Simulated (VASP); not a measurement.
Band structure of GeSe (space group Pnma). Method: PBE GGA, VASP's PBE PAW potentials (set 64) (plane waves; VASP 6.6.1).

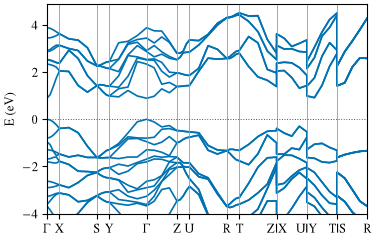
Figure: Bands along high-symmetry lines, zero at the valence-band maximum or, without a gap, the Fermi level

### Question
Read the plot: is there a gap, and where are the band edges?

### Answer
The gap is direct, 0.89 eV, from the valence maximum at Γ to the conduction minimum at Γ.

The structure comes from a computed database's GeSe entry; how it stands against other phases isn't given here. The cell was not relaxed at this level. The k-mesh is coarse (spacing up to 0.55 per Å, 2π included), so the numbers may not be converged in it.
